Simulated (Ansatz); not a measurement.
# GeH3Cl (chlorogermane) at CCSDT(Q)/LANL2DZ (core potential)

Aim: the energy difference between two shapes of GeH3Cl (chlorogermane) at CCSDT(Q)/LANL2DZ (core potential), from 2 runs. 

The results are computed with Ansatz 0.2.0.

9 further runs of the same task are left out: 2 for a known fault of the program, 2 that didn't finish, 5 set aside as unsound or not needed.

### 1 The system as given

The species is GeH3Cl (5 atoms), meant as a singlet with charge 0. SMILES: `[Cl][GeH3]`. The shape is that of a PBE0-D4/def2-TZVP optimisation.

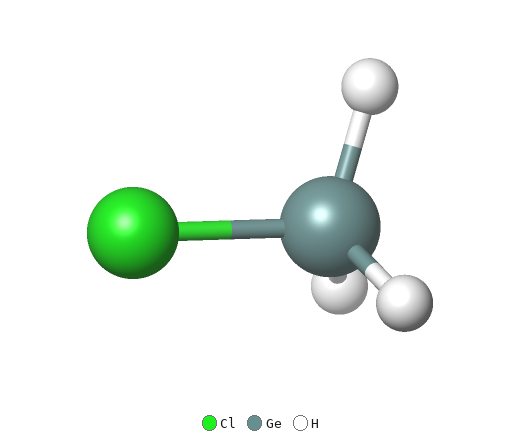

The structure, seen from a chosen angle (chlorine green, germanium teal, hydrogen white).

### 2 A single-point energy at CCSDT(Q)/LANL2DZ (core potential)

input.yaml

```yaml
crystal:
  periodic: [false, false, false]
  atoms:
    - symbol: Cl
      position_ang: [-1.875800, -0.025100, 0.641300]
    - symbol: Ge
      position_ang: [0.161800, -0.013900, -0.060600]
    - symbol: H
      position_ang: [0.160400, 0.656200, -1.438100]
    - symbol: H
      position_ang: [0.619000, -1.473700, -0.140600]
    - symbol: H
      position_ang: [0.984500, 0.782900, 0.956700]
basis:
  gaussian:
    orbitals: LANL2DZ.json
total_charge: 0
correlation:
  method: ccsdt_q
  frozen_orbitals: {Cl: 0, Ge: 0, H: 0}
output: {orbitals: {seedname: orbitals}}
```

The basis set LANL2DZ is read from a file made from the Basis Set Exchange's data (not shown).

Command:

```
$ ansatz run input.yaml --threads 1 --pin off --max-ram 2610MiB --events-out events.jsonl --progress --plain --runs-dir runs
```

Log:

```text
Warning: RAYON_NUM_THREADS=1 ignored (pool sized by the plan → 1); use --threads N
Functional definition: HF
  name "HF"
  exchange = exact_x
  correlation = 0
505 factors; integrals over basis functions are off by at most 4.4e-8 eV
mean field evaluation 1: about -546.2902 eV, gradient 1.1e1 eV
mean field evaluation 2: about -546.2777 eV, gradient 1.1e1 eV
mean field evaluation 4: about -546.8177 eV, gradient 5.8e-1 eV
mean field evaluation 8: about -546.8190 eV, gradient 2.5e-4 eV
mean field -546.81903523 eV, -20.0952288975 hartree, gradient 1.5e-6 eV, S^2 0.000000; 0 other end points of the search recorded, 0 dependent functions left out
reference -546.81903523 eV, -20.0952288975 hartree; 7, 7 occupied and 15, 15 virtual orbitals, 505 factors
second order -2.27056437 eV of doubles, -0.00000000 eV of singles
cycle   1  -2.69373918 eV  change   -4.2e-1 eV  update   5.8e-2
cycle   2  -2.90314067 eV  change   -2.1e-1 eV  update   2.3e-2
cycle   3  -2.93975328 eV  change   -3.7e-2 eV  update   8.4e-3
cycle   4  -2.94165803 eV  change   -1.9e-3 eV  update   2.1e-3
cycle   5  -2.94160135 eV  change    5.7e-5 eV  update   6.4e-4
cycle   6  -2.94160657 eV  change   -5.2e-6 eV  update   2.0e-4
cycle   7  -2.94159977 eV  change    6.8e-6 eV  update   5.9e-5
cycle   8  -2.94159759 eV  change    2.2e-6 eV  update   2.2e-5
cycle   9  -2.94160085 eV  change   -3.3e-6 eV  update   5.9e-6
cycle  10  -2.94160020 eV  change    6.5e-7 eV  update   1.8e-6
cycle  11  -2.94160002 eV  change    1.8e-7 eV  update   6.9e-7
perturbative correction -0.00153852 eV, -0.0000565396 hartree
Total energy: -549.76217377 eV, -20.2033872438 hartree
```

Run time: 2.2 s. Hardware: 1 thread of Arm Neoverse N1, shared host; peak memory 0.25 GiB.

### 3 The distorted shape

input.yaml

```yaml
crystal:
  periodic: [false, false, false]
  atoms:
    - symbol: Cl
      position_ang: [-1.960679, -0.360898, 0.593044]
    - symbol: Ge
      position_ang: [0.067448, 0.019542, -0.029727]
    - symbol: H
      position_ang: [0.164226, 0.595049, -1.261973]
    - symbol: H
      position_ang: [0.616177, -1.607085, 0.107271]
    - symbol: H
      position_ang: [0.983009, 0.617799, 1.088574]
basis:
  gaussian:
    orbitals: LANL2DZ.json
total_charge: 0
correlation:
  method: ccsdt_q
  frozen_orbitals: {Cl: 0, Ge: 0, H: 0}
output: {orbitals: {seedname: orbitals}}
```

The basis set LANL2DZ is read from a file made from the Basis Set Exchange's data (not shown).

Command:

```
$ ansatz run input.yaml --threads 1 --pin off --max-ram 2610MiB --events-out events.jsonl --progress --plain --runs-dir runs
```

Log:

```text
Warning: RAYON_NUM_THREADS=1 ignored (pool sized by the plan → 1); use --threads N
[... 4 set-up lines as earlier in the session ...]
508 factors; integrals over basis functions are off by at most 3.4e-8 eV
mean field evaluation 1: about -545.4217 eV, gradient 1.1e1 eV
mean field evaluation 2: about -545.4118 eV, gradient 1.1e1 eV
mean field evaluation 4: about -545.9866 eV, gradient 5.9e-1 eV
mean field evaluation 8: about -545.9881 eV, gradient 3.1e-4 eV
mean field -545.98812716 eV, -20.0646935889 hartree, gradient 1.8e-6 eV, S^2 0.000000; 0 other end points of the search recorded, 0 dependent functions left out
reference -545.98812716 eV, -20.0646935889 hartree; 7, 7 occupied and 15, 15 virtual orbitals, 508 factors
second order -2.31079238 eV of doubles, -0.00000000 eV of singles
cycle   1  -2.74875749 eV  change   -4.4e-1 eV  update   6.2e-2
cycle   2  -2.97546105 eV  change   -2.3e-1 eV  update   2.5e-2
cycle   3  -3.01642762 eV  change   -4.1e-2 eV  update   9.3e-3
cycle   4  -3.01824666 eV  change   -1.8e-3 eV  update   2.5e-3
cycle   5  -3.01814462 eV  change    1.0e-4 eV  update   8.0e-4
cycle   6  -3.01815326 eV  change   -8.6e-6 eV  update   2.7e-4
cycle   7  -3.01814448 eV  change    8.8e-6 eV  update   9.3e-5
cycle   8  -3.01814744 eV  change   -3.0e-6 eV  update   3.9e-5
cycle   9  -3.01815363 eV  change   -6.2e-6 eV  update   1.3e-5
cycle  10  -3.01815172 eV  change    1.9e-6 eV  update   4.8e-6
cycle  11  -3.01815103 eV  change    6.9e-7 eV  update   2.0e-6
cycle  12  -3.01815143 eV  change   -4.0e-7 eV  update   6.0e-7
perturbative correction -0.00154268 eV, -0.0000566923 hartree
Total energy: -549.00782126 eV, -20.1756653005 hartree
```

Run time: 2.3 s. Hardware: 1 thread of Arm Neoverse N1, shared host; peak memory 0.25 GiB.

### 4 What came out

At CCSDT(Q)/LANL2DZ (core potential):

| quantity | value |
| --- | --- |
| first shape: total energy | -20.20339 Eh |
| first shape: HOMO energy (Hartree–Fock orbitals) | -12.08 eV |
| first shape: LUMO energy (Hartree–Fock orbitals) | 2.64 eV |
| first shape: HOMO–LUMO gap (Hartree–Fock orbitals) | 14.72 eV |
| first shape: correlation energy | -108.2 mEh |
| first shape: T1 diagnostic | 0.008 |
| distorted shape: total energy | -20.17567 Eh |
| distorted shape: HOMO energy (Hartree–Fock orbitals) | -11.50 eV |
| distorted shape: LUMO energy (Hartree–Fock orbitals) | 2.38 eV |
| distorted shape: HOMO–LUMO gap (Hartree–Fock orbitals) | 13.88 eV |
| distorted shape: correlation energy | -111.0 mEh |
| distorted shape: T1 diagnostic | 0.008 |
| energy change with the atoms displaced | 0.754 eV |

With the atoms displaced the energy rises by 0.75 eV (72.8 kJ/mol). The first shape isn't relaxed at this level, so the change isn't measured from a minimum.
